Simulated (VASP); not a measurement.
Band structure of LaO (relaxed from the zinc blende structure, space group F-43m). Calculation: PBEsol GGA, VASP's PBE PAW potentials (set 64) (plane waves; VASP).

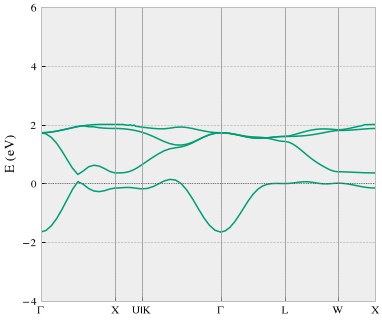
Figure. Bands along high-symmetry lines, zero at the valence-band maximum or, without a gap, the Fermi level

Task: Read the plot: is there a gap, and where are the band edges?

Result: It has no gap at this level: it comes out as a metal or semimetal. (Edges off the drawn lines would not show.)

The structure was generated: LaO was put into the zinc blende type (F-43m), which need not be its known phase. It was relaxed first, which changed the volume by -30 %. The electron count is odd and the run is not spin-polarised, which forces a metal.
